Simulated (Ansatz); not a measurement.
# AlSiH (triplet): one geometry, many settings at scale of all distances = 1.296

Aim: run AlSiH (triplet) at one geometry under a spread of methods and options, and see what each costs and gives.

Method: the settings change from run to run; program: Ansatz 0.2.0, Gaussian basis.

14 further runs of the same task are left out: 11 that didn't finish, 3 set aside as unsound or not needed.

## Step 1: What is computed

The geometry derives from a PBE0/def2-TZVP stationary point (not a proven minimum). All distances are scaled together.

3 atoms, charge 0, spin multiplicity 3.

Atoms are counted from 1 here; the program's logs count them from 0.

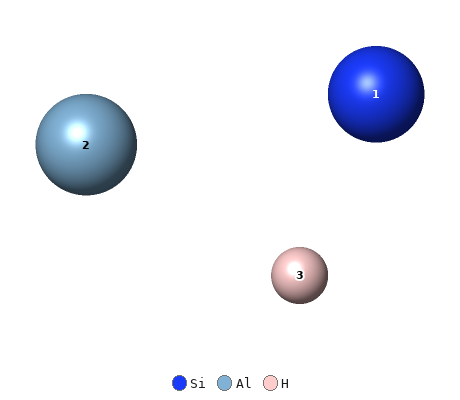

The geometry (silicon blue, aluminium light blue, hydrogen pink); atoms are numbered from 1 in the order of the file.

## Step 2: MRCISD+Q(2,7)/cc-pVDZ

Contents of in.yaml:

```yaml
crystal:
  periodic: [false, false, false]
  atoms:
    - {symbol: Si, position_ang: [0.000000, -0.046606, 1.510374]}
    - {symbol: Al, position_ang: [0.000000, -0.015284, -1.587443]}
    - {symbol: H, position_ang: [0.000000, 1.707769, 0.408799]}
basis:
  gaussian: {orbitals: cc-pVDZ}
magnetization: {spin_polarized: false, initial_magnetization: 2}
correlation: {method: fic_mrcisd_q, electrons: outside_noble_gas, active_space: {window: {electrons: 2, orbitals: 7}, states: [{multiplicity: 3, weights: [1, 0.5]}]}}
scf: {lower_state_search: off}
```

The run is started by

```console
$ ansatz run in.yaml --threads 1 --pin off --events-out ev --progress --plain --max-ram 2393MiB
```

Output (excerpt; [...] marks lines left out):

```text
Functional definition: HF
  name "HF"
  cite "Fock, Z. Phys. 61, 126 (1930) doi:10.1007/BF01340294"
  parent pbe
[...]
782 factors; integrals over basis functions are off by at most 1.6e-7 eV
[...]
mean field -14457.51933539 eV, -531.3040359170 hartree, gradient 9.7e-6 eV, S^2 2.000000; 0 other end points of the search recorded, 0 dependent functions left out
reference -14457.51933539 eV, -531.3040359170 hartree; 15, 13 occupied and 26, 28 virtual orbitals, 782 factors
state -14457.61345663 eV, -531.3074948086 hartree
state -14455.72096762 eV, -531.2379471203 hartree
contracted CI cycle   1: correlation 0.00000000 eV, 0.0000000000 hartree, residual 1.15e1 eV
contracted CI cycle   2: correlation -3.56746192 eV, -0.1311018075 hartree, residual 2.65e0 eV
contracted CI cycle   3: correlation -3.81073742 eV, -0.1400420173 hartree, residual 1.03e0 eV
contracted CI cycle   4: correlation -3.84487250 eV, -0.1412964581 hartree, residual 3.71e-1 eV
contracted CI cycle   5: correlation -3.84930452 eV, -0.1414593321 hartree, residual 1.31e-1 eV
contracted CI cycle   6: correlation -3.84988837 eV, -0.1414807880 hartree, residual 5.46e-2 eV
contracted CI cycle   7: correlation -3.84998411 eV, -0.1414843064 hartree, residual 2.06e-2 eV
contracted CI cycle   8: correlation -3.84999783 eV, -0.1414848105 hartree, residual 6.86e-3 eV
contracted CI cycle   9: correlation -3.84999946 eV, -0.1414848706 hartree, residual 2.36e-3 eV
contracted CI cycle  10: correlation -3.84999965 eV, -0.1414848777 hartree, residual 8.85e-4 eV
state -14457.61345663 eV, -531.3074948086 hartree; corrected -14462.01336185 eV, -531.4691883433 hartree
contracted CI cycle   1: correlation 0.00000000 eV, 0.0000000000 hartree, residual 1.14e1 eV
contracted CI cycle   2: correlation -3.71813499 eV, -0.1366389405 hartree, residual 2.53e0 eV
contracted CI cycle   3: correlation -3.96177714 eV, -0.1455926244 hartree, residual 1.02e0 eV
contracted CI cycle   4: correlation -3.99739204 eV, -0.1469014479 hartree, residual 3.81e-1 eV
contracted CI cycle   5: correlation -4.00178309 eV, -0.1470628159 hartree, residual 1.33e-1 eV
contracted CI cycle   6: correlation -4.00233691 eV, -0.1470831686 hartree, residual 5.23e-2 eV
contracted CI cycle   7: correlation -4.00242385 eV, -0.1470863637 hartree, residual 1.96e-2 eV
contracted CI cycle   8: correlation -4.00243583 eV, -0.1470868037 hartree, residual 7.56e-3 eV
contracted CI cycle   9: correlation -4.00243769 eV, -0.1470868723 hartree, residual 2.91e-3 eV
contracted CI cycle  10: correlation -4.00243799 eV, -0.1470868831 hartree, residual 1.12e-3 eV
state -14455.72096762 eV, -531.2379471203 hartree; corrected -14460.38459559 eV, -531.4093322872 hartree
Total energy: -14461.47043976 eV, -531.4492363246 hartree
Checks for a lower state left out: stability, starts, cluster_reference, orbital_swaps, neighbouring_geometries, increment
```

Wall time 2.9 s (1 thread of Arm Neoverse V1, shared host).

From the report: 20 determinants; active occupations (of the averaged states) 0.97, 0.66, 0.33, 0.02, 0.01, 0.00, 0.00.

## Step 3: MRCISD+Q(relaxed)(6,5)/cc-pVDZ

Contents of in.yaml:

```yaml
crystal:
  periodic: [false, false, false]
  atoms:
    - {symbol: Si, position_ang: [0.000000, -0.046606, 1.510374]}
    - {symbol: Al, position_ang: [0.000000, -0.015284, -1.587443]}
    - {symbol: H, position_ang: [0.000000, 1.707769, 0.408799]}
basis:
  gaussian: {orbitals: cc-pVDZ}
magnetization: {spin_polarized: false, initial_magnetization: 2}
correlation: {method: fic_mrcisd_q_relaxed, electrons: valence, active_space: {window: {electrons: 6, orbitals: 5}, states: [{multiplicity: 3, weights: [1, 1, 1, 1]}]}}
```

Same command.

Output (excerpt; [...] marks lines left out):

```text
Functional definition: HF
  name "HF"
  cite "Fock, Z. Phys. 61, 126 (1930) doi:10.1007/BF01340294"
  parent pbe
[...]
782 factors; integrals over basis functions are off by at most 1.6e-7 eV
[...]
mean field -14457.51933539 eV, -531.3040359170 hartree, gradient 9.7e-6 eV, S^2 2.000000; 0 other end points of the search recorded, 0 dependent functions left out
reference -14457.51933539 eV, -531.3040359170 hartree; 15, 13 occupied and 26, 28 virtual orbitals, 782 factors
state -14457.70404387 eV, -531.3108238284 hartree
state -14456.07382481 eV, -531.2509143831 hartree
state -14455.51262332 eV, -531.2302906086 hartree
state -14454.75944123 eV, -531.2026116774 hartree
contracted CI cycle   1: correlation -0.00000000 eV, -0.0000000000 hartree, residual 1.14e1 eV
contracted CI cycle   2: correlation -3.52762223 eV, -0.1296377259 hartree, residual 2.38e0 eV
[...]
contracted CI cycle  18: correlation -4.12460470 eV, -0.1515764268 hartree, residual 5.62e-3 eV
contracted CI cycle  19: correlation -4.12460606 eV, -0.1515764768 hartree, residual 3.28e-3 eV
contracted CI cycle  20: correlation -4.12460657 eV, -0.1515764958 hartree, residual 1.84e-3 eV
contracted CI cycle  21: correlation -4.12460676 eV, -0.1515765028 hartree, residual 1.25e-3 eV
contracted CI cycle  22: correlation -4.12460692 eV, -0.1515765085 hartree, residual 1.65e-3 eV
contracted CI cycle  23: correlation -4.12461323 eV, -0.1515767403 hartree, residual 5.55e-2 eV
contracted CI cycle  24: correlation -4.12460659 eV, -0.1515764964 hartree, residual 1.59e-3 eV
contracted CI cycle  25: correlation -4.12460669 eV, -0.1515765001 hartree, residual 7.89e-4 eV
contracted CI cycle  26: correlation -4.12460672 eV, -0.1515765010 hartree, residual 4.20e-4 eV
state -14454.75944123 eV, -531.2026116774 hartree; corrected -14459.67132972 eV, -531.3831202498 hartree
Total energy: -14460.56612284 eV, -531.4160032905 hartree
```

Run time: 3.1 s. Hardware: 1 thread of Arm Neoverse V1, shared host.

From the report: 48 determinants; active occupations (of the averaged states) 1.90, 1.74, 1.07, 0.77, 0.52.

## Step 4: CCSDT on UHF/STO-3G

Contents of in.yaml:

```yaml
crystal:
  periodic: [false, false, false]
  atoms:
    - {symbol: Si, position_ang: [0.000000, -0.046606, 1.510374]}
    - {symbol: Al, position_ang: [0.000000, -0.015284, -1.587443]}
    - {symbol: H, position_ang: [0.000000, 1.707769, 0.408799]}
basis:
  gaussian: {orbitals: STO-3G}
magnetization: {spin_polarized: true, initial_magnetization: 2}
correlation: {method: ccsdt, electrons: outside_noble_gas, diis_vectors: 4}
output: {forces: true}
```

Same command.

Output (excerpt; [...] marks lines left out):

```text
Functional definition: HF
  name "HF"
  cite "Fock, Z. Phys. 61, 126 (1930) doi:10.1007/BF01340294"
  parent pbe
[...]
298 factors; integrals over basis functions are off by at most 2.7e-8 eV
[...]
mean field -14283.52235975 eV, -524.9097650015 hartree, gradient 2.3e-6 eV, S^2 2.128568; 2 other end points of the search recorded, 0 dependent functions left out
10 core orbitals not correlated: weight in the atoms' cores, before any rotation towards them, 1.000 or more for the frozen orbitals, at most 0.000 for the correlated occupied ones
reference -14283.52235975 eV, -524.9097650015 hartree; 5, 3 occupied and 4, 6 virtual orbitals, 298 factors
second order -1.20549882 eV of doubles, -0.00000000 eV of singles
cycle   1  -1.63846706 eV  change   -4.3e-1 eV  update   9.4e-2
[...]
cycle  29  -2.19667224 eV  change   -3.8e-7 eV  update   5.4e-7
[...]
Total energy: -14285.71903199 eV, -524.9904912174 hartree
Atom 0 at     0.000000    -0.046606     1.510374 Å, force     0.000000     2.380210    -4.132592 eV/Å
Atom 1 at     0.000000    -0.015284    -1.587443 Å, force     0.000000     0.474541     3.235789 eV/Å
Atom 2 at     0.000000     1.707769     0.408799 Å, force     0.000000    -2.854751     0.896803 eV/Å
Dipole moment:    -0.000000    -0.316557    -1.037673 e Å
```

Wall time 1.4 s (1 thread of Arm Neoverse V1, shared host).

From the report: ⟨S²⟩ of the determinant 2.129 (pure triplet: 2.00); correlation -2.1967 eV; T1 0.050; largest double amplitude 0.12.

## Step 5: CCSDT(Q) on ROHF/6-31G*

Contents of in.yaml:

```yaml
crystal:
  periodic: [false, false, false]
  atoms:
    - {symbol: Si, position_ang: [0.000000, -0.046606, 1.510374]}
    - {symbol: Al, position_ang: [0.000000, -0.015284, -1.587443]}
    - {symbol: H, position_ang: [0.000000, 1.707769, 0.408799]}
basis:
  gaussian: {orbitals: "6-31G*"}
magnetization: {spin_polarized: false, initial_magnetization: 2}
correlation: {method: ccsdt_q, electrons: valence}
```

The command is unchanged.

Output (excerpt; [...] marks lines left out):

```text
Functional definition: HF
  name "HF"
  cite "Fock, Z. Phys. 61, 126 (1930) doi:10.1007/BF01340294"
  parent pbe
[...]
662 factors; integrals over basis functions are off by at most 2.0e-7 eV
[...]
mean field -14456.45698319 eV, -531.2649951939 hartree, gradient 7.5e-6 eV, S^2 2.000000; 8 other end points of the search recorded, 0 dependent functions left out
[...]
determinant -14456.45698319 eV, -531.2649951939 hartree, with singles and doubles -14460.24197478 eV, -531.4040910691 hartree
determinant -14454.92278569 eV, -531.2086144756 hartree, with singles and doubles -14458.70897426 eV, -531.3477543390 hartree
determinant -14454.77104125 eV, -531.2030379701 hartree, with singles and doubles -14458.67794538 eV, -531.3466140488 hartree
determinant -14454.56371511 eV, -531.1954188752 hartree, with singles and doubles -14458.51638823 eV, -531.3406769331 hartree
determinant -14454.36213231 eV, -531.1880108438 hartree, with singles and doubles -14458.45670493 eV, -531.3384836124 hartree
determinant -14454.09147698 eV, -531.1780644438 hartree, with singles and doubles -14457.91943890 eV, -531.3187394499 hartree
determinant -14453.45908511 eV, -531.1548244714 hartree, with singles and doubles -14457.46057365 eV, -531.3018764630 hartree
10 core orbitals not correlated: weight in the atoms' cores, before any rotation towards them, 1.000 or more for the frozen orbitals, at most 0.000 for the correlated occupied ones
reference -14456.45698319 eV, -531.2649951939 hartree; 5, 3 occupied and 25, 27 virtual orbitals, 662 factors
second order -2.73326916 eV of doubles, -0.06710170 eV of singles
cycle   1  -3.40598041 eV  change   -6.0e-1 eV  update   1.1e-1
[...]
cycle  22  -4.01008165 eV  change    3.3e-7 eV  update   8.8e-7
perturbative correction -0.01382264 eV, -0.0005079727 hartree
Total energy: -14460.48088748 eV, -531.4128709491 hartree
```

Wall time 12 s (1 thread of Arm Neoverse V1, shared host).

From the report: correlation -4.0239 eV; T1 0.052; largest double amplitude 0.14.

## Step 6: CCSD on UHF/aug-cc-pVDZ

Contents of in.yaml:

```yaml
crystal:
  periodic: [false, false, false]
  atoms:
    - {symbol: Si, position_ang: [0.000000, -0.046606, 1.510374]}
    - {symbol: Al, position_ang: [0.000000, -0.015284, -1.587443]}
    - {symbol: H, position_ang: [0.000000, 1.707769, 0.408799]}
basis:
  gaussian: {orbitals: aug-cc-pVDZ}
magnetization: {spin_polarized: true, initial_magnetization: 2}
correlation: {method: ccsd, electrons: outside_noble_gas}
accuracy: high
```

Same command.

Output (excerpt; [...] marks lines left out):

```text
Functional definition: HF
  name "HF"
  cite "Fock, Z. Phys. 61, 126 (1930) doi:10.1007/BF01340294"
  parent pbe
[...]
1215 factors; integrals over basis functions are off by at most 3.6e-9 eV
[...]
mean field -14457.77415649 eV, -531.3134004197 hartree, gradient 3.2e-8 eV, S^2 2.062205; 11 other end points of the search recorded, 0 dependent functions left out
determinant -14457.77415649 eV, -531.3134004197 hartree, with singles and doubles -14462.08332313 eV, -531.4717593728 hartree
determinant -14456.24091253 eV, -531.2570547435 hartree, with singles and doubles -14460.43520498 eV, -531.4111921480 hartree
determinant -14456.16299420 eV, -531.2541912978 hartree, with singles and doubles -14460.41960467 eV, -531.4106188472 hartree
determinant -14455.98896125 eV, -531.2477957045 hartree, with singles and doubles -14460.20973154 eV, -531.4029061520 hartree
determinant -14455.56305617 eV, -531.2321439816 hartree, with singles and doubles -14459.27788634 eV, -531.3686614723 hartree
determinant -14455.07706942 eV, -531.2142842981 hartree, with singles and doubles -14458.53397756 eV, -531.3413233290 hartree
10 core orbitals not correlated: weight in the atoms' cores, before any rotation towards them, 1.000 or more for the frozen orbitals, at most 0.000 for the correlated occupied ones
reference -14457.77415649 eV, -531.3134004197 hartree; 5, 3 occupied and 48, 50 virtual orbitals, 1215 factors
second order -3.20662501 eV of doubles, -0.00000000 eV of singles
cycle   1  -4.28116379 eV  change   -7.8e-2 eV  update   1.9e-2
[...]
cycle  27  -4.28727945 eV  change   3.8e-10 eV  update  8.0e-10
Total energy: -14462.06143593 eV, -531.4709550333 hartree
```

Run time: 11 s. Hardware: 1 thread of Arm Neoverse V1, shared host; peak memory 0.3 GiB.

From the report: ⟨S²⟩ of the determinant 2.062 (pure triplet: 2.00); correlation -4.2873 eV; T1 0.040; largest double amplitude 0.05.

## Step 7: BCCD(T)/6-31G*

Contents of in.yaml:

```yaml
crystal:
  periodic: [false, false, false]
  atoms:
    - {symbol: Si, position_ang: [0.000000, -0.046606, 1.510374]}
    - {symbol: Al, position_ang: [0.000000, -0.015284, -1.587443]}
    - {symbol: H, position_ang: [0.000000, 1.707769, 0.408799]}
basis:
  gaussian: {orbitals: "6-31G*", point_charges: [{charge: 0.50, position_ang: [4.768, -0.790, 0.626]}]}
magnetization: {spin_polarized: false, initial_magnetization: 2}
hamiltonian: {xc: {name: B3LYP}}
correlation: {method: bccd_t, electrons: all}
output: {forces: true}
```

The command is unchanged.

Output (excerpt; [...] marks lines left out):

```text
Functional definition: B3LYP
  name "B3LYP"
  cite "Stephens, Devlin, Chabalowski & Frisch, J. Phys. Chem. 98, 11623 (1994) doi:10.1021/j100096a001"
  cite "Becke, Phys. Rev. A 38, 3098 (1988) doi:10.1103/PhysRevA.38.3098"
  cite "Lee, Yang & Parr, Phys. Rev. B 37, 785 (1988) doi:10.1103/PhysRevB.37.785"
  cite "Vosko, Wilk & Nusair, Can. J. Phys. 58, 1200 (1980) doi:10.1139/p80-159"
[...]
362 factors; integrals over basis functions are off by at most 4.4e-4 eV
[...]
mean field -14487.03502251 eV, -532.3887174123 hartree, gradient 2.9e-6 eV, S^2 2.000000; 2 other end points of the search recorded, 0 dependent functions left out
[...]
reference -14456.07653702 eV, -531.2510140550 hartree; 15, 13 occupied and 25, 27 virtual orbitals, 362 factors
second order -3.64255553 eV of doubles, -0.37719779 eV of singles
cycle   1  -4.40923790 eV  change   -4.0e-1 eV  update   9.2e-2
[...]
cycle  18  -4.70282952 eV  change   -4.2e-7 eV  update   5.3e-7
perturbative correction -0.19329693 eV, -0.0071035310 hartree
[...]
Total energy: -14460.97266347 eV, -531.4309433831 hartree
Atom 0 at     0.000000    -0.046606     1.510374 Å, force     0.074631     1.387797    -2.174585 eV/Å
Atom 1 at     0.000000    -0.015284    -1.587443 Å, force    -0.058655     0.283616     1.595654 eV/Å
Atom 2 at     0.000000     1.707769     0.408799 Å, force     0.014983    -1.681367     0.538542 eV/Å
Dipole moment:    -0.124042    -0.136990    -0.680550 e Å
```

Wall time 19 s (1 thread of Arm Neoverse V1, shared host).

From the report: correlation -4.8961 eV; largest double amplitude 0.13.

## Step 8: All runs side by side

```csv
level,correlated,functions,energy (eV),time
"MRCISD+Q(2,7)/cc-pVDZ (mean of several states)",outside noble gas,41,-14461.4704,2.9 s
"MRCISD+Q(relaxed)(6,5)/cc-pVDZ (mean of several states)",valence,41,-14460.5661,3.1 s
CCSDT on UHF/STO-3G,outside noble gas,19,-14285.7190,1.4 s
CCSDT(Q) on ROHF/6-31G*,valence,40,-14460.4809,12 s
CCSD on UHF/aug-cc-pVDZ,outside noble gas,63,-14462.0614,11 s
"BCCD(T)/6-31G* (beside a point charge, on B3LYP orbitals)",all,40,-14460.9727,19 s
```

## Step 9: Outcome

```
quantity                                                            value
    runs                                                                6
quickest                                       CCSDT on UHF/STO-3G, 1.4 s
 slowest  BCCD(T)/6-31G* (beside a point charge, on B3LYP orbitals), 19 s
```

**Reading.** Total energies in different bases, with other cores or another treatment of relativity can't be set against each other. BCCD(T)/6-31G* (beside a point charge, on B3LYP orbitals) took 13 times as long as CCSDT on UHF/STO-3G; the jobs differ in more than the method.
